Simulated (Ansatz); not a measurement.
# AgB2: how well frozen cores do

Does the method matter for AgB2? The same cell, functional and mesh are run with full-potential LAPW, frozen-core PAW and datasets made for this crystal.

Computed with Ansatz 0.2.0 (DFT PBE, scalar-relativistic, unless a step's input says otherwise).

## Step 1: The system as given

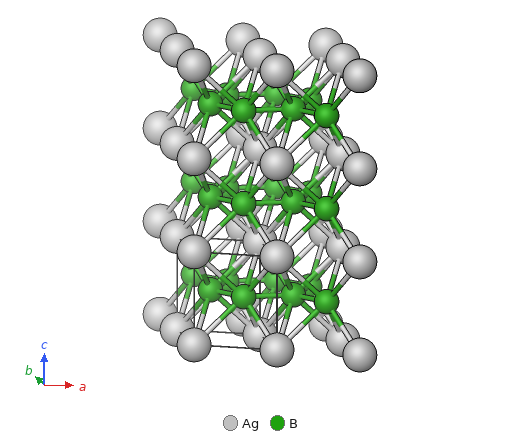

The starting structure, seen slightly off an axis (silver light grey, boron green). 2×2×3 cells are drawn. Atoms on the faces are drawn again on the opposite ones.

As a file:

```xyz
3
Lattice="3.0000 0.0000 0.0000 -1.5000 2.5981 0.0000 0.0000 0.0000 3.2400" Properties=species:S:1:pos:R:3 pbc="T T T"
Ag    0.0000    0.0000    0.0000
B     0.0000    1.7321    1.6200
B     1.5000    0.8660    1.6200
```

The geometry is a database entry used as it stands. It may stem from high pressure or temperature, or be incomplete, so it serves as a test cell.

Atoms are numbered in the order of the input: Ag1, B2, B3.

## Step 2: Full-potential LAPW

File input.yaml:

```yaml
crystal:
  lattice:
    - [3.0000016405, 0.0, 0.0]
    - [-1.5000008203, 2.5980776321, 0.0]
    - [0.0, 0.0, 3.24]
  atoms:
    - { symbol: Ag, position: [0.0, 0.0, 0.0] }
    - { symbol: B, position: [0.3333333333, 0.6666666667, 0.5] }
    - { symbol: B, position: [0.6666666667, 0.3333333333, 0.5] }
kpoints:
  mp_grid: { grid: [16, 16, 13] }
  band_path:
    path:
      - [0.0, 0.0, 0.0]
      - [0.5, 0.0, 0.0]
      - [0.3333333333, 0.3333333333, 0.0]
      - [0.0, 0.0, 0.0]
      - [0.0, 0.0, 0.5]
      - [0.5, 0.0, 0.5]
      - [0.3333333333, 0.3333333333, 0.5]
      - [0.0, 0.0, 0.5]
      - [0.5, 0.0, 0.5]
    npoints: 14
scf:
  occupations: { method: fermi_dirac, width: 0.05 }
hamiltonian:
  xc: pbe
  pseudopotentials: { kind: all_electron, lapw: { basis_error: 0.001 } }
output:
  forces: true
  stress: true
  eigenvalues: true
  populations: true
  dos: { projected: true, de: 0.2, e_range: [-14, 8] }
```

Launch:

```console
ansatz run input.yaml --threads 1 --pin off --max-ram 3072MiB --backend cpu --events-out ev --progress --plain --runs-dir out
```

Standard output, shortened:

```text
Ag: projections on atomic orbitals take those of the free atom 1s2 2s2 2p6 3s2 3p6 3d10 4s2 4p6 4d10 5s1, of charge +0.00 (hamiltonian.pseudopotentials.projection_atoms)
B: projections on atomic orbitals take those of the free atom 1s2 2s2 2p1, of charge +0.00 (hamiltonian.pseudopotentials.projection_atoms)
LAPW: plane waves up to 9.110 Å⁻¹, error target 1.0e-3 eV per atom; small_component_spin mean_spin; B in spheres of 0.866 Å, 5 of its electrons in bands, Dirac shells []; Ag in spheres of 1.280 Å, 29 of its electrons in bands, Dirac shells []
[...]
Pseudopotentials: kind: all_electron
Pseudopotential: Ag, LAPW, valence charge 29, Koelling and Harmon's equation, gaussian nucleus
Pseudopotential: B, LAPW, valence charge 5, Koelling and Harmon's equation, gaussian nucleus
Functional definition: PBE
[...]
Crystal: 3 atoms, lattice volume = 25.253 Å³
Basis set: ecut = 316.21752111701113 eV, 327 PW (Γ), exchange–correlation at level 2
Bands: 24, of which v1, the nominal top of the filled ones, is band 20 counted from 1 (19 counted from 0)
Symmetry: 24 space group operations
Space group: P6/mmm (ITA 191), of the structure as read, at distance tolerance 2.9e-5 Å
k-points: 210 of 3328
[...]
SCF iter   1: F=—  HF=-146010.105102 eV  |F-HF|=—  |Δ(HF+E_count)|=         —  Δρ=1.46e-1  dr2=9.55e0  ethr=2.45e-2  ⟨swp⟩=2.0  Hψ=33741  notcnv=0
[...]
the basis was enlarged: its passes take 188.3 KiB over the memory plan, 1 of 1 planned eigensolver slots
[...]
SCF iter   8: F=-146005.808507 eV  HF=-146005.808507 eV  |F-HF|=7.36e-9  |Δ(HF+E_count)|=   1.80e-7  Δρ=9.07e-6  dr2=1.41e-8  ethr=4.56e-10  ⟨swp⟩=2.0  Hψ=13577  notcnv=0
[...]
NSCF: frozen V_eff on 113 k-points
SCF converged after 8 iterations
Free energy (F): -146005.808507 eV
[...]
E sigma→0 (E₀):  -146005.802684 eV
Entropy (-TS):   -0.011647 eV (-3.882 meV/atom)
Fermi energy:    19.703210 eV
[...]
--- Forces (eV/Å), atoms counted from 1 ---
  atom   1  Ag     0.00000000    -0.00000000     0.00000000
  atom   2  B     -0.00000000    -0.00000000     0.00000000
  atom   3  B      0.00000000     0.00000000    -0.00000000
[...]
--- Stress (GPa, compression-positive) ---
       42.703933       0.000000       0.000000
        0.000000      42.703933      -0.000000
        0.000000      -0.000000      76.760961
  P = ⅓ Tr σ = 54.0563 GPa (540.563 kbar)
--- Band table (eV; the first three rows and the last of 210) ---
  k-point 0: bands = ["-336.5338", "-336.5338", "-336.4894", "-336.4894", "-336.4642", "-152.9766", "-152.9576", "-73.3791", "-36.8660", "-36.8660", "-36.8287", "5.3089", "12.5619", "13.0915", "13.0915", "14.6501", "14.6501", "16.4655", "20.7688", "20.7688", "25.3056", "25.3056", [...]
--- Löwdin populations: 3 sites ---
  site symbol       q [e]
     0     Ag     45.8573
     1      B      5.5491
     2      B      5.5491
  spilling = 0.000782 (of n_electrons = 57.000000)
```

It took 25 s on 1 thread of Intel Xeon 6975P-C (Granite Rapids), shared host; peak memory 0.66 GiB.

This run gives: pressure 54.06 GPa; no gap.

Levels at the path's labelled points, in eV from the Fermi level:

```
point  band 16  band 17  band 18  band 19  band 20  band 21  band 22
    Γ    -5.05    -5.05    -3.24     1.07     1.07     5.60     5.60
    M    -5.35    -4.51    -3.36    -3.27     2.91     4.31     6.14
    K    -6.55    -4.41    -4.41    -3.69     4.51     4.51     8.31
    Γ    -5.05    -5.05    -3.24     1.07     1.07     5.60     5.60
    A    -5.79    -5.79    -4.79    -0.26    -0.26     6.66     9.11
    L    -4.56    -4.50    -4.45    -1.32     0.41     0.93     5.30
    H    -6.25    -4.61    -1.35    -1.35    -0.27    -0.27     3.20
    A    -5.79    -5.79    -4.79    -0.26    -0.26     6.66     9.11
    L    -4.56    -4.50    -4.45    -1.32     0.41     0.93     5.30
```

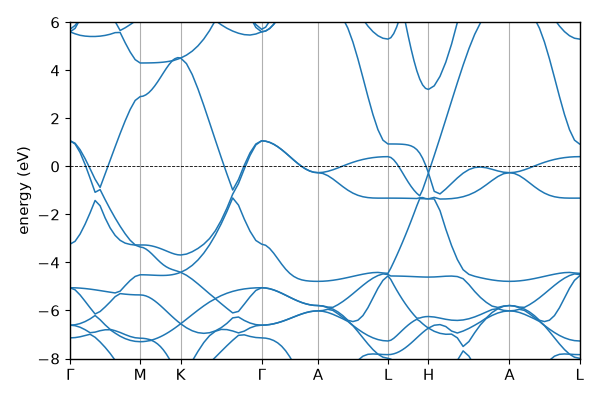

Bands along the path, counted from its Fermi level.

States per cell in windows of 1 eV (zero at the Fermi level; grid of 0.20 eV, so sharp peaks spill over the borders):

```
from  to  total  Ag 4d  B 2p
 -10  -9   0.48   0.14  0.19
  -9  -8   0.97   0.40  0.40
  -8  -7   1.66   1.04  0.51
  -7  -6   3.90   2.90  0.91
  -6  -5   1.78   1.54  0.22
  -5  -4   1.55   1.34  0.16
  -4  -3   1.42   0.83  0.49
  -3  -2   0.81   0.30  0.45
  -2  -1   1.04   0.38  0.51
  -1   0   1.30   0.36  0.78
   0   1   0.72   0.15  0.50
   1   2   0.43   0.08  0.26
   2   3   0.43   0.06  0.29
   3   4   0.40   0.04  0.28
   4   5   0.46   0.04  0.33
```

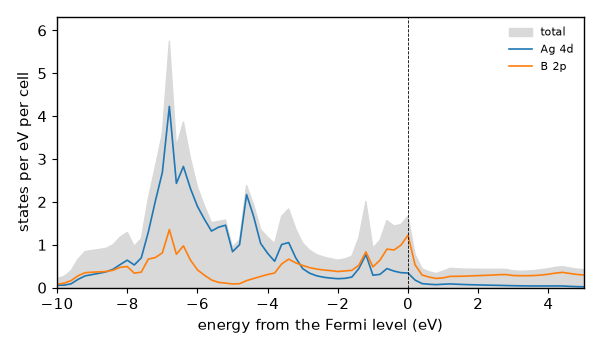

Density of states, total and projected.

## Step 3: Frozen-core PAW

input.yaml: that of step 2 with these lines changed.

```diff
@@ -27,3 +27,3 @@
   xc: pbe
-  pseudopotentials: { kind: all_electron, lapw: { basis_error: 0.001 } }
+  pseudopotentials: { kind: paw }
 output:
@@ -32,3 +32,9 @@
   eigenvalues: true
+  efg: { contact_densities: true }
   populations: true
+  bader: true
   dos: { projected: true, de: 0.2, e_range: [-14, 8] }
+  write_density: true
+  write_potential: true
+  elf: true
+  volumetric_format: npy
```

Launch:

```console
ansatz run input.yaml --threads 1 --pin off --max-ram 3072MiB --backend cpu --events-out ev --progress --plain --runs-dir out
```

Standard output:

```text
Ag: output.efg is read without spin–orbit coupling, which moves field gradients at and beside such atoms by some per cent and up to a factor of two; PAW files take it under magnetization.noncollinear and magnetization.spin_orbit
Engine: ansatz 0.2.0
Pseudopotentials: kind: paw
Pseudopotential: Ag, paw, valence charge 19, recommended cutoff 420 eV (normal)
Pseudopotential: B, paw, valence charge 3, recommended cutoff 420 eV (normal)
[... 1 set-up line as earlier in the session ...]
  parameter kappa = 0.804
  parameter beta = 0.06672455060314922
  exchange = pbe_x(kappa = kappa, mu = beta*pi^2/3)
  correlation = pbe_c(beta = beta)
Crystal: 3 atoms, lattice volume = 25.253 Å³
Basis set: ecut = 420 eV, 491 PW (Γ), exchange–correlation on 48×48×48 points (8 copies of the dense FFT grid, shifted against one another)
Bands: 17, of which v1, the nominal top of the filled ones, is band 13 counted from 1 (12 counted from 0)
[... 2 set-up lines as earlier in the session ...]
k-points: 210 of 3328
Non-local potential: Ag, projectors of the file, l = 0: 3, l = 1: 2, l = 2: 2, l = 3: 1
Non-local potential: B, projectors of the file, l = 0: 2, l = 1: 2, l = 2: 1
PAW form: soft (Blöchl's): semilocal exchange-correlation on the pseudo side does not see the compensation charge
PAW one-centre angular grid: Ag, 590 points (default); XC on 64 Gauss nodes
PAW one-centre angular grid: B, 110 points (default); XC on 64 Gauss nodes
Initial density: superposition of atomic densities (neutral atoms: chi_scale 0, normalization atom), corrected by the library's trained network
Initial wavefunctions: pseudopotential atomic-orbital guess
Functional: x = pbe(κ = 0.804, μ = 0.2195149727645171), c = pbe(β = 0.06672455060314922)
SCF iter   1: F=—  HF=-7899.507037 eV  |F-HF|=—  |Δ(HF+E_count)|=         —  Δρ=2.56e-3  dr2=8.17e-4  ethr=1.77e-3  ⟨swp⟩=4.3  Hψ=15122  notcnv=0
preconditioner: auto → none  [metal: Δε(μ)=0.015 eV  Ē_g=12.705 eV  σ=0.050 eV  W_gap=0.08  n_scr=8 (ndim 8)  ℏωp=30.5 eV  f_vac=0.000  D(μ)=1.41/eV (n_scr^D=20)  sad-step TF]
SCF iter   2: F=—  HF=-7899.507320 eV  |F-HF|=—  |Δ(HF+E_count)|=   2.83e-4  Δρ=1.48e-3  dr2=3.14e-4  ethr=3.27e-6  ⟨swp⟩=2.4  Hψ=6904  notcnv=0
SCF iter   3: F=—  HF=-7899.507295 eV  |F-HF|=—  |Δ(HF+E_count)|=   2.45e-5  Δρ=1.91e-4  dr2=5.91e-6  ethr=1.26e-6  ⟨swp⟩=2.1  Hψ=4993  notcnv=0
SCF iter   4: F=—  HF=-7899.507293 eV  |F-HF|=—  |Δ(HF+E_count)|=   1.83e-6  Δρ=4.69e-5  dr2=3.29e-7  ethr=2.36e-8  ⟨swp⟩=2.0  Hψ=6074  notcnv=0
iter 5 did not close the SCF: its close was put off for the readings that it lacked (scf_convergence_deferred on its scf_iter line)
SCF iter   5: F=-7899.507293 eV  HF=-7899.507293 eV  |F-HF|=3.39e-9  |Δ(HF+E_count)|=   2.94e-8  Δρ=8.47e-6  dr2=1.13e-8  ethr=1.32e-9  ⟨swp⟩=2.8  Hψ=6069  notcnv=0
SCF iter   6: F=-7899.507293 eV  HF=-7899.507293 eV  |F-HF|=3.46e-11  |Δ(HF+E_count)|=   1.96e-9  Δρ=1.27e-6  dr2=2.00e-10  ethr=4.52e-11  ⟨swp⟩=4.6  Hψ=18308  notcnv=0
SCF 1 converged in 6 iterations: F = -7899.507293 eV  dr2 = 2.00e-10
NSCF: frozen V_eff on 113 k-points
SCF converged after 6 iterations
Free energy (F): -7899.507293 eV
Harris-Foulkes:  -7899.507293 eV  (|F-HF|=3.46e-11)
Internal energy: -7899.495631 eV  (E = F + TS)
E sigma→0 (E₀):  -7899.501462 eV
Entropy (-TS):   -0.011663 eV (-3.888 meV/atom)
Fermi energy:    18.560901 eV
--- Per-component energies (eV) ---
  E_band       = -161.823430
  E_kinetic    = 633.569913
  E_local      = -2344.647491  (includes V_loc(G=0)·N_el)
  E_nonlocal   = 104.823360
  E_hartree    = 1088.139010
  E_xc         = -252.867198
  E_vxc        = -316.321915  (∫ρ·V_xc dr)
  E_paw        = -4058.915227  (= ΣΔE_a)
  E_vpaw       = -415.525049  (= ΣTr[D̂ρ^β])
  E_aug_tail   = 0.000326  (compensation charges beyond the density's cutoff)
  E_ewald      = -3069.598323
  E_smearing   = -0.011663  (= −TS)
  E_closure    = -0.000000  (closes the sum)
  Σ components = -7899.507293   (vs F -7899.507293, Δ=0.00e0)
--- Forces (eV/Å), atoms counted from 1 ---
  atom   1  Ag     0.00000000     0.00000000     0.00000000
  atom   2  B     -0.00000000    -0.00000000     0.00000000
  atom   3  B      0.00000000     0.00000000    -0.00000000
  max |Σ_I F_I| component: 1.85e-17 eV/Å
--- Stress (GPa, compression-positive) ---
       42.751228       0.000000       0.000000
        0.000000      42.751228      -0.000000
        0.000000      -0.000000      76.787787
  P = ⅓ Tr σ = 54.0967 GPa (540.967 kbar)
--- PAW observables at the nuclei: V_zz in 10²¹ V/m², potentials from the cell's mean, atoms counted from 1 ---
  atom   1  Ag V_zz =    -7.262750   η = 0.0000   by run symmetry: allowed
            electrostatic potential = -7483.363288 V   contact ρ = 948405.778184 e/Å³
  atom   2  B  V_zz =    +2.690044   η = 0.0000   by run symmetry: allowed
            electrostatic potential = -336.149816 V   contact ρ = 487.023326 e/Å³
  atom   3  B  V_zz =    +2.690044   η = 0.0000   by run symmetry: allowed
            electrostatic potential = -336.149816 V   contact ρ = 487.023326 e/Å³
--- Band table (eV; the first three rows and the last of 210) ---
  k-point 0: bands = ["-74.5132", "-38.0070", "-38.0070", "-37.9630", "4.1621", "11.4197", "11.9454", "11.9454", "13.5071", "13.5071", "15.3239", "19.6241", "19.6241", "24.1643", "24.1643", "24.2654", "25.7341"]
  k-point 1: bands = ["-74.5132", "-38.0069", "-38.0069", "-37.9644", "4.2404", "11.3664", "11.9750", "11.9750", "13.4589", "13.4589", "15.1169", "19.5500", "19.5500", "24.3259", "24.3259", "24.6637", "25.6994"]
  k-point 2: bands = ["-74.5130", "-38.0066", "-38.0066", "-37.9685", "4.4713", "11.1737", "12.0593", "12.0593", "13.3296", "13.3296", "14.6469", "19.3442", "19.3442", "24.7867", "24.7867", "25.6074", "25.7321"]
  k-point 209: bands = ["-74.5045", "-38.0702", "-38.0599", "-37.9744", "8.4503", "8.9641", "11.7062", "11.9260", "12.2210", "14.0091", "17.0064", "17.1179", "17.8815", "19.0138", "21.9437", "29.7184", "29.8684"]
--- Löwdin populations: 3 sites ---
  site symbol       q [e]
     0     Ag     17.8526
     1      B      3.5472
     2      B      3.5472
  spilling = 0.002119 (of n_electrons = 25.000000)
--- Bader charges: 3 sites ---
  site symbol  charge [e]  shift [e]
     0     Ag      0.4008     0.0023
     1      B     -0.2004     0.0012
     2      B     -0.2004     0.0012
  estimated error of the sums over rays = 4.4e-4 e
```

It took 20 s on 1 thread of Intel Xeon 6975P-C (Granite Rapids), shared host; peak memory 0.46 GiB.

In short: pressure 54.10 GPa; no gap; Vzz Ag1 -7.26 (η = 0.00), B2 2.69 (η = 0.00) (10²¹ V/m²).

```
atom  Bader charge (e)  basin volume (Å³)
 Ag1             +0.40              11.92
  B2             -0.20               6.67
```

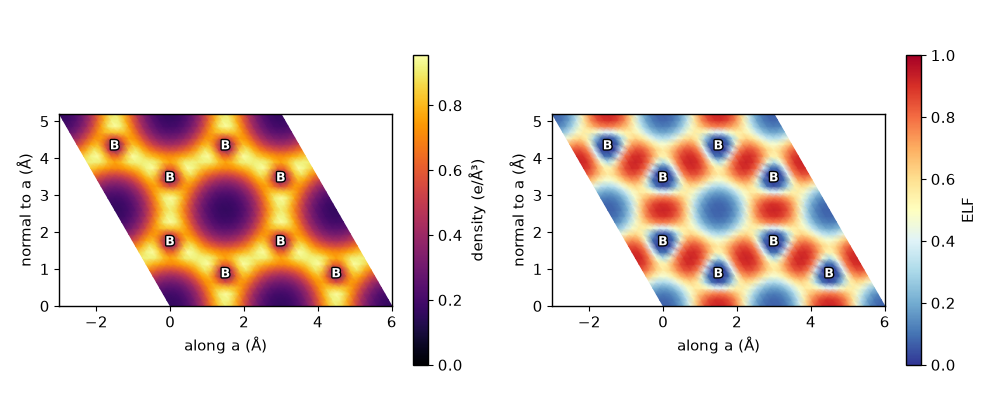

Density (left) and ELF (right) in a lattice plane of the grid's cell (edges 3.00 and 3.00 Å, at 0.500 of the third edge), which holds B. Only atoms in the plane are labelled. Both are smooth fields of the valence electrons: close to the nuclei they are not physical.

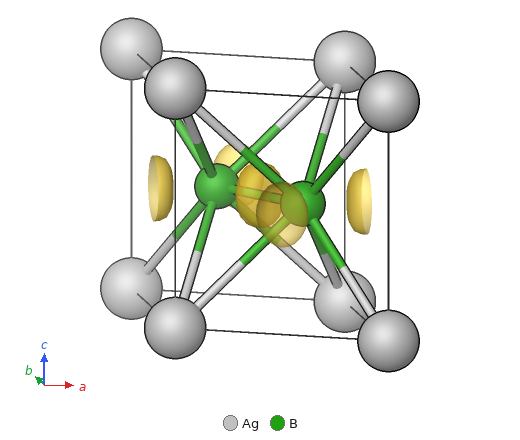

Surface of ELF = 0.85, drawn in one cell.

Maxima of ELF outside the ion cores: 0.93 on the B–B line, 0.9 Å from B.

## Step 4: Datasets made for this crystal

input.yaml: that of step 3 with these lines changed.

```diff
@@ -22,3 +22,3 @@
       - [0.5, 0.0, 0.5]
-    npoints: 14
+    npoints: 8
 scf:
@@ -27,3 +27,3 @@
   xc: pbe
-  pseudopotentials: { kind: paw }
+  pseudopotentials: { kind: all_electron, datasets: crystal }
 output:
@@ -33,8 +33 @@
   efg: { contact_densities: true }
-  populations: true
-  bader: true
-  dos: { projected: true, de: 0.2, e_range: [-14, 8] }
-  write_density: true
-  write_potential: true
-  elf: true
-  volumetric_format: npy
```

Launch:

```console
ansatz run input.yaml --threads 1 --pin off --max-ram 3072MiB --backend cpu --events-out ev --progress --plain --runs-dir out
```

Standard output, shortened:

```text
[...]
Ag: output.efg is read without spin–orbit coupling, which moves field gradients at and beside such atoms by some per cent and up to a factor of two; PAW files take it under magnetization.noncollinear and magnetization.spin_orbit
[...]
[... 1 set-up line as earlier in the session ...]
Pseudopotential: Ag, paw, valence charge 19, recommended cutoff 360 eV (normal), Koelling and Harmon's equation, gaussian nucleus
Pseudopotential: B, paw, valence charge 3, recommended cutoff 360 eV (normal), Koelling and Harmon's equation, gaussian nucleus
[... 1 set-up line as earlier in the session ...]
[...]
Crystal: 3 atoms, lattice volume = 25.253 Å³
Basis set: ecut = 360 eV, 395 PW (Γ), exchange–correlation on 40×40×48 points (8 copies of the dense FFT grid, shifted against one another)
Bands: 13, of which v1, the nominal top of the filled ones, is band 9 counted from 1 (8 counted from 0)
[... 1 set-up line as earlier in the session ...]
[...]
--- Stress (GPa, compression-positive) ---
       42.706943       0.000000       0.000000
        0.000000      42.706943      -0.000000
        0.000000      -0.000000      76.765320
  P = ⅓ Tr σ = 54.0597 GPa (540.597 kbar)
  It holds what live shells' own plane waves past their cutoff add
--- PAW observables at the nuclei: V_zz in 10²¹ V/m², potentials from the cell's mean, atoms counted from 1 ---
  atom   1  Ag V_zz =    -7.213840   η = 0.0000   by run symmetry: allowed
            electrostatic potential = -7483.230539 V   contact ρ = 948408.237928 e/Å³
  atom   2  B  V_zz =    +2.720415   η = 0.0000   by run symmetry: allowed
            electrostatic potential = -336.132426 V   contact ρ = 487.047407 e/Å³
  atom   3  B  V_zz =    +2.720415   η = 0.0000   by run symmetry: allowed
            electrostatic potential = -336.132426 V   contact ρ = 487.047407 e/Å³
--- Band table (eV; the first three rows and the last of 210) ---
  k-point 0: bands = ["5.3088", "12.5615", "13.0916", "13.0916", "14.6499", "14.6499", "16.4655", "20.7687", "20.7687", "25.3056", "25.3056"]
[...]
```

It took 16 s on 1 thread of Intel Xeon 6975P-C (Granite Rapids), shared host; peak memory 0.69 GiB.

Result: pressure 54.06 GPa; no gap; Vzz Ag1 -7.21 (η = 0.00), B2 2.72 (η = 0.00) (10²¹ V/m²).

```
atom  contact density (e/Å³)
 Ag1                948408.2
  B2                487.0474
```

## Step 5: Side by side

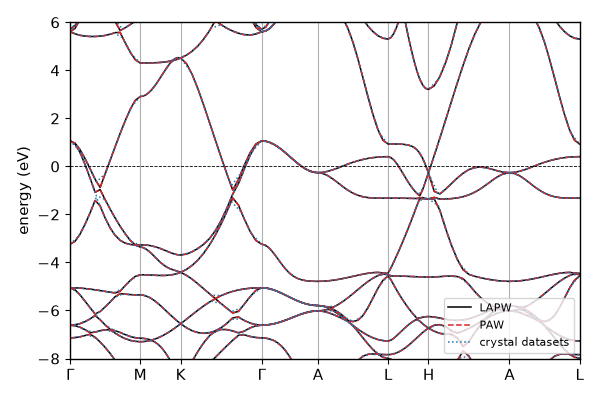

Bands of 3 runs (LAPW; PAW; crystal datasets) drawn together, counted from each run's Fermi level.

| method | pressure (GPa) | Vzz Ag1 (10²¹ V/m²) | Vzz B2 (10²¹ V/m²) | SCF cycles, all passes |
| --- | --- | --- | --- | --- |
| LAPW | 54.06 | – | – | 8 |
| PAW | 54.10 | -7.26 | 2.69 | 6 |
| crystal datasets | 54.06 | -7.21 | 2.72 | 8 |

## Step 6: What came out

```
           quantity                                              value
           pressure  LAPW 54.06, PAW 54.10, crystal datasets 54.06 GPa
         gap (LAPW)                                               none
Bader charges (PAW)                              Ag1 +0.40, B2 -0.20 e
  highest ELF (PAW)                                0.93, 0.87 Å from B
```

The pressure of 54.1 GPa pushes the cell to expand, with the atoms held in place. The count of 39 electrons in bands leaves a band partly filled, so there is no gap. B 2p carries the largest share, 71 %, of the projected states within 0.3 eV of the Fermi level. The projection holds only the free atom's occupied shells (Ag 5s, Ag 4d, B 2s, B 2p in this range). The field gradient at Ag1, the largest by crystal datasets, is -7.26 by PAW and -7.21 by crystal datasets (10²¹ V/m²), within 5 %. Spin–orbit coupling is left out, which moves gradients at and beside heavy atoms by some per cent and at worst by a factor of two. PAW lies +0.04 GPa from LAPW in pressure.
